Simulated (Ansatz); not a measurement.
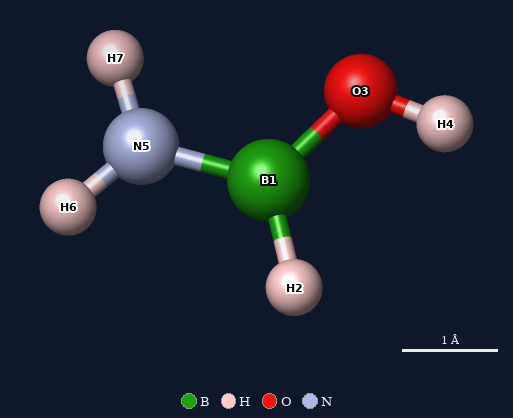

Fig. 1: The structure as given in the input (ball-and-stick view, seen at a tilt; atoms are numbered from 1 in the order of the input). Bond lengths as drawn: B–H 1.22 Å, B–N 1.40 Å, B–O 1.37 Å, H–N 1.01 Å and H–O 0.96 Å.

# Run report: BNH$_{4}$O, nudged elastic band (part 1 of 2)

BNH$_{4}$O, computed with RKS r2SCAN-D4/def2-SVP (Ansatz 0.2.0).

The run did not end well. It belongs to a series of runs on one base structure; here: band between the two ends.

## Output
```
Engine: ansatz 0.2.0, aarch64-unknown-linux-gnu
Functional definition: r2SCAN
  parameter k0 = 0.174
  parameter k1 = 0.065
  parameter a1 = 4.9479
  exchange = r2scan_x(k0 = k0, k1 = k1, a1 = a1)
  correlation = r2scan_c
701 factors; their error is unknown
mean field evaluation 1: about -4267.3754 eV, gradient 6.5e1 eV
mean field evaluation 2: about -4256.3433 eV, gradient 9.7e1 eV
mean field evaluation 4: about -4275.3728 eV, gradient 2.5e0 eV
mean field evaluation 8: about -4275.3676 eV, gradient 1.3e-1 eV
mean field -4275.36762948 eV, -157.1168624352 hartree, gradient 1.7e-5 eV, S^2 0.000000; 0 other end points of the search recorded, 0 dependent functions left out
the calculation of the forces begins
reference -4275.36763766 eV, -157.1168627356 hartree; 12, 12 occupied and 50, 50 virtual orbitals, 701 factors
701 factors; their error is unknown
mean field evaluation 16: about -4262.7269 eV, gradient 6.6e1 eV
mean field -4270.90312329 eV, -156.9527948590 hartree, gradient 4.6e-5 eV, S^2 0.000000; 0 other end points of the search recorded, 0 dependent functions left out
[... from here on the field's lines of each further geometry are left out, up to the last ...]
NEB iter   1: max|band force component| = 1.041e1 eV/Å  barrier→ = 6.2811 eV  barrier← = 1.8189 eV  CI = image 3  Δτ_max = 0.2000 Å  (182 SCF iters)
NEB iter   2: max|band force component| = 7.593e0 eV/Å  barrier→ = 5.6677 eV  barrier← = 1.2055 eV  CI = image 4  Δτ_max = 0.0288 Å  (156 SCF iters)
NEB iter   3: max|band force component| = 5.675e0 eV/Å  barrier→ = 5.6155 eV  barrier← = 1.1533 eV  CI = image 4  Δτ_max = 0.0507 Å  (152 SCF iters)
NEB iter   4: max|band force component| = 3.601e0 eV/Å  barrier→ = 5.5328 eV  barrier← = 1.0706 eV  CI = image 4  Δτ_max = 0.0606 Å  (150 SCF iters)
NEB iter   5: max|band force component| = 3.126e0 eV/Å  barrier→ = 5.4369 eV  barrier← = 0.9747 eV  CI = image 4  Δτ_max = 0.0127 Å  (149 SCF iters)
NEB iter   6: max|band force component| = 3.021e0 eV/Å  barrier→ = 5.4058 eV  barrier← = 0.9435 eV  CI = image 4  Δτ_max = 0.0254 Å  (152 SCF iters)
NEB iter   7: max|band force component| = 2.794e0 eV/Å  barrier→ = 5.3499 eV  barrier← = 0.8877 eV  CI = image 4  Δτ_max = 0.0380 Å  (149 SCF iters)
NEB iter   8: max|band force component| = 2.415e0 eV/Å  barrier→ = 5.2762 eV  barrier← = 0.8140 eV  CI = image 4  Δτ_max = 0.0497 Å  (148 SCF iters)
NEB iter   9: max|band force component| = 2.114e0 eV/Å  barrier→ = 5.1887 eV  barrier← = 0.7265 eV  CI = image 4  Δτ_max = 0.0101 Å  (147 SCF iters)
NEB iter  10: max|band force component| = 2.106e0 eV/Å  barrier→ = 5.1699 eV  barrier← = 0.7077 eV  CI = image 4  Δτ_max = 0.0199 Å  (143 SCF iters)
NEB iter  11: max|band force component| = 2.078e0 eV/Å  barrier→ = 5.1356 eV  barrier← = 0.6733 eV  CI = image 4  Δτ_max = 0.0291 Å  (150 SCF iters)
NEB iter  12: max|band force component| = 2.009e0 eV/Å  barrier→ = 5.0896 eV  barrier← = 0.6274 eV  CI = image 4  Δτ_max = 0.0369 Å  (149 SCF iters)
NEB iter  13: max|band force component| = 1.883e0 eV/Å  barrier→ = 5.0347 eV  barrier← = 0.5725 eV  CI = image 4  Δτ_max = 0.0426 Å  (148 SCF iters)
NEB iter  14: max|band force component| = 1.698e0 eV/Å  barrier→ = 4.9743 eV  barrier← = 0.5121 eV  CI = image 4  Δτ_max = 0.0457 Å  (147 SCF iters)
NEB iter  15: max|band force component| = 1.471e0 eV/Å  barrier→ = 4.9158 eV  barrier← = 0.4536 eV  CI = image 4  Δτ_max = 0.0555 Å  (143 SCF iters)
NEB iter  16: max|band force component| = 1.248e0 eV/Å  barrier→ = 4.8632 eV  barrier← = 0.4010 eV  CI = image 4  Δτ_max = 0.0669 Å  (145 SCF iters)
NEB iter  17: max|band force component| = 1.007e0 eV/Å  barrier→ = 4.8258 eV  barrier← = 0.3635 eV  CI = image 4  Δτ_max = 0.0780 Å  (145 SCF iters)
NEB iter  18: max|band force component| = 9.168e-1 eV/Å  barrier→ = 4.8118 eV  barrier← = 0.3496 eV  CI = image 4  Δτ_max = 0.0876 Å  (142 SCF iters)
NEB iter  19: max|band force component| = 1.025e0 eV/Å  barrier→ = 4.8171 eV  barrier← = 0.3549 eV  CI = image 4  Δτ_max = 0.0931 Å  (142 SCF iters)
NEB iter  20: max|band force component| = 9.752e-1 eV/Å  barrier→ = 4.7911 eV  barrier← = 0.3289 eV  CI = image 4  Δτ_max = 0.0106 Å  (142 SCF iters)
NEB iter  21: max|band force component| = 8.994e-1 eV/Å  barrier→ = 4.7764 eV  barrier← = 0.3142 eV  CI = image 4  Δτ_max = 0.0209 Å  (147 SCF iters)
NEB iter  22: max|band force component| = 7.905e-1 eV/Å  barrier→ = 4.7569 eV  barrier← = 0.2947 eV  CI = image 4  Δτ_max = 0.0308 Å  (146 SCF iters)
NEB iter  23: max|band force component| = 7.290e-1 eV/Å  barrier→ = 4.7437 eV  barrier← = 0.2815 eV  CI = image 4  Δτ_max = 0.0401 Å  (144 SCF iters)
NEB iter  24: max|band force component| = 7.203e-1 eV/Å  barrier→ = 4.7386 eV  barrier← = 0.2764 eV  CI = image 4  Δτ_max = 0.0485 Å  (142 SCF iters)
NEB iter  25: max|band force component| = 6.572e-1 eV/Å  barrier→ = 4.7292 eV  barrier← = 0.2670 eV  CI = image 4  Δτ_max = 0.0543 Å  (143 SCF iters)
NEB iter  26: max|band force component| = 5.507e-1 eV/Å  barrier→ = 4.7124 eV  barrier← = 0.2502 eV  CI = image 4  Δτ_max = 0.0621 Å  (142 SCF iters)
NEB iter  27: max|band force component| = 5.320e-1 eV/Å  barrier→ = 4.7013 eV  barrier← = 0.2391 eV  CI = image 4  Δτ_max = 0.0636 Å  (141 SCF iters)
NEB iter  28: max|band force component| = 5.926e-1 eV/Å  barrier→ = 4.6985 eV  barrier← = 0.2363 eV  CI = image 4  Δτ_max = 0.0088 Å  (143 SCF iters)
NEB iter  29: max|band force component| = 5.530e-1 eV/Å  barrier→ = 4.6905 eV  barrier← = 0.2283 eV  CI = image 4  Δτ_max = 0.0169 Å  (149 SCF iters)
NEB iter  30: max|band force component| = 4.597e-1 eV/Å  barrier→ = 4.6837 eV  barrier← = 0.2214 eV  CI = image 4  Δτ_max = 0.0241 Å  (147 SCF iters)
NEB iter  31: max|band force component| = 3.785e-1 eV/Å  barrier→ = 4.6809 eV  barrier← = 0.2186 eV  CI = image 4  Δτ_max = 0.0294 Å  (146 SCF iters)
NEB iter  32: max|band force component| = 3.522e-1 eV/Å  barrier→ = 4.6746 eV  barrier← = 0.2124 eV  CI = image 4  Δτ_max = 0.0304 Å  (145 SCF iters)
NEB iter  33: max|band force component| = 3.992e-1 eV/Å  barrier→ = 4.6656 eV  barrier← = 0.2034 eV  CI = image 4  Δτ_max = 0.0307 Å  (144 SCF iters)
NEB iter  34: max|band force component| = 4.490e-1 eV/Å  barrier→ = 4.6617 eV  barrier← = 0.1995 eV  CI = image 4  Δτ_max = 0.0068 Å  (143 SCF iters)
NEB iter  35: max|band force component| = 4.135e-1 eV/Å  barrier→ = 4.6605 eV  barrier← = 0.1983 eV  CI = image 4  Δτ_max = 0.0136 Å  (143 SCF iters)
NEB iter  36: max|band force component| = 3.125e-1 eV/Å  barrier→ = 4.6590 eV  barrier← = 0.1968 eV  CI = image 4  Δτ_max = 0.0185 Å  (148 SCF iters)
NEB iter  37: max|band force component| = 2.217e-1 eV/Å  barrier→ = 4.6578 eV  barrier← = 0.1956 eV  CI = image 4  Δτ_max = 0.0196 Å  (148 SCF iters)
NEB iter  38: max|band force component| = 1.827e-1 eV/Å  barrier→ = 4.6557 eV  barrier← = 0.1935 eV  CI = image 4  Δτ_max = 0.0182 Å  (147 SCF iters)
NEB iter  39: max|band force component| = 2.044e-1 eV/Å  barrier→ = 4.6522 eV  barrier← = 0.1900 eV  CI = image 4  Δτ_max = 0.0035 Å  (147 SCF iters)
NEB iter  40: max|band force component| = 1.811e-1 eV/Å  barrier→ = 4.6514 eV  barrier← = 0.1892 eV  CI = image 4  Δτ_max = 0.0062 Å  (134 SCF iters)
NEB iter  41: max|band force component| = 1.741e-1 eV/Å  barrier→ = 4.6501 eV  barrier← = 0.1879 eV  CI = image 4  Δτ_max = 0.0085 Å  (141 SCF iters)
NEB iter  42: max|band force component| = 1.419e-1 eV/Å  barrier→ = 4.6486 eV  barrier← = 0.1864 eV  CI = image 4  Δτ_max = 0.0100 Å  (149 SCF iters)
NEB iter  43: max|band force component| = 1.540e-1 eV/Å  barrier→ = 4.6467 eV  barrier← = 0.1845 eV  CI = image 4  Δτ_max = 0.0108 Å  (146 SCF iters)
NEB iter  44: max|band force component| = 1.625e-1 eV/Å  barrier→ = 4.6447 eV  barrier← = 0.1825 eV  CI = image 4  Δτ_max = 0.0108 Å  (146 SCF iters)
NEB iter  45: max|band force component| = 2.340e-1 eV/Å  barrier→ = 4.6427 eV  barrier← = 0.1805 eV  CI = image 4  Δτ_max = 0.0133 Å  (148 SCF iters)
NEB iter  46: max|band force component| = 2.662e-1 eV/Å  barrier→ = 4.6405 eV  barrier← = 0.1783 eV  CI = image 4  Δτ_max = 0.0167 Å  (144 SCF iters)
NEB iter  47: max|band force component| = 2.529e-1 eV/Å  barrier→ = 4.6383 eV  barrier← = 0.1761 eV  CI = image 4  Δτ_max = 0.0242 Å  (144 SCF iters)
NEB iter  48: max|band force component| = 2.922e-1 eV/Å  barrier→ = 4.6364 eV  barrier← = 0.1742 eV  CI = image 4  Δτ_max = 0.0076 Å  (142 SCF iters)
NEB iter  49: max|band force component| = 6.002e-1 eV/Å  barrier→ = 4.6362 eV  barrier← = 0.1740 eV  CI = image 4  Δτ_max = 0.0037 Å  (128 SCF iters)
NEB iter  50: max|band force component| = 1.298e-1 eV/Å  barrier→ = 4.6362 eV  barrier← = 0.1740 eV  CI = image 4  Δτ_max = 0.0040 Å  (118 SCF iters)
NEB iter  51: max|band force component| = 4.986e-1 eV/Å  barrier→ = 4.6361 eV  barrier← = 0.1739 eV  CI = image 4  Δτ_max = 0.0008 Å  (127 SCF iters)
NEB iter  52: max|band force component| = 3.976e-1 eV/Å  barrier→ = 4.6361 eV  barrier← = 0.1739 eV  CI = image 4  Δτ_max = 0.0014 Å  (99 SCF iters)
NEB iter  53: max|band force component| = 2.180e-1 eV/Å  barrier→ = 4.6361 eV  barrier← = 0.1738 eV  CI = image 4  Δτ_max = 0.0017 Å  (100 SCF iters)
NEB iter  54: max|band force component| = 1.158e-1 eV/Å  barrier→ = 4.6360 eV  barrier← = 0.1738 eV  CI = image 4  Δτ_max = 0.0016 Å  (102 SCF iters)
NEB iter  55: max|band force component| = 1.860e-1 eV/Å  barrier→ = 4.6360 eV  barrier← = 0.1738 eV  CI = image 4  Δτ_max = 0.0003 Å  (102 SCF iters)
NEB iter  56: max|band force component| = 1.442e-1 eV/Å  barrier→ = 4.6360 eV  barrier← = 0.1738 eV  CI = image 4  Δτ_max = 0.0005 Å  (92 SCF iters)
NEB iter  57: max|band force component| = 1.075e-1 eV/Å  barrier→ = 4.6360 eV  barrier← = 0.1737 eV  CI = image 4  Δτ_max = 0.0006 Å  (94 SCF iters)
NEB iter  58: max|band force component| = 1.060e-1 eV/Å  barrier→ = 4.6359 eV  barrier← = 0.1737 eV  CI = image 4  Δτ_max = 0.0008 Å  (97 SCF iters)
NEB iter  59: max|band force component| = 1.068e-1 eV/Å  barrier→ = 4.6359 eV  barrier← = 0.1737 eV  CI = image 4  Δτ_max = 0.0010 Å  (97 SCF iters)
the calculation of the forces begins
reference -4270.73057635 eV, -156.9464538758 hartree; 12, 12 occupied and 50, 50 virtual orbitals, 701 factors
these checks for a lower state are left out or cut short: starts, cluster_reference, orbital_swaps, neighbouring_geometries, increment
701 factors; their error is unknown
mean field -4270.86617225 eV, -156.9514369332 hartree, gradient 8.8e-5 eV, S^2 0.000000; 0 other end points of the search recorded, 0 dependent functions left out
the calculation of the forces begins
reference -4270.86618068 eV, -156.9514372428 hartree; 12, 12 occupied and 50, 50 virtual orbitals, 701 factors
NEB iter  60: max|band force component| = 1.469e-1 eV/Å  barrier→ = 4.6358 eV  barrier← = 0.1736 eV  CI = image 4  Δτ_max = 0.0011 Å  (99 SCF iters)
```

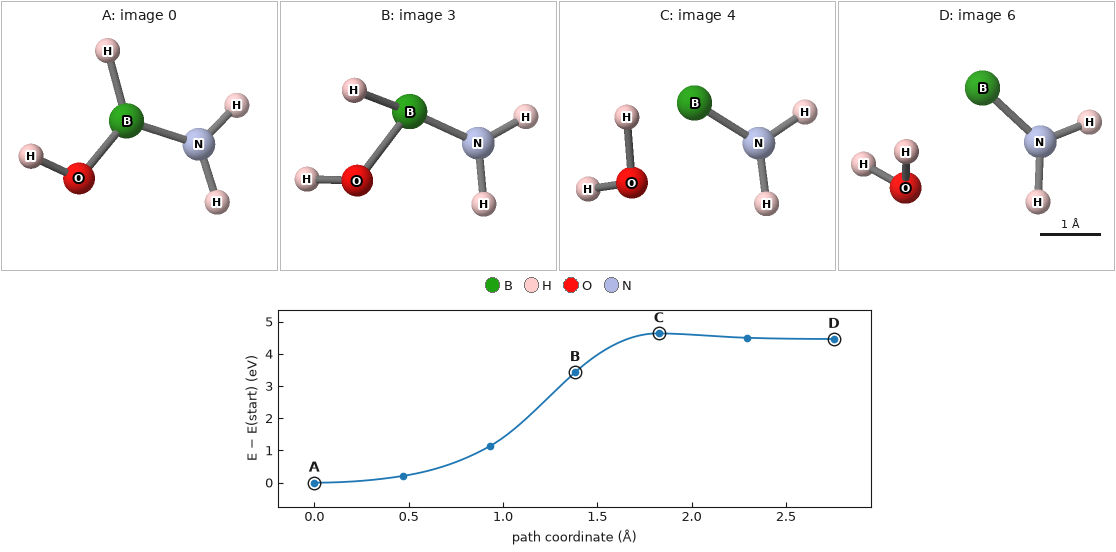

Fig. 2: Images of the last band (counted from 0; ball-and-stick, seen at a tilt) above the energy along the path; the line is a cubic interpolation that uses the forces. The highest image is number 4, 4.636 eV above the start and 0.174 eV above the end (the climbing image); the end lies 4.462 eV above the start. The path is 2.76 Å long. The band had not converged after 60 iterations.
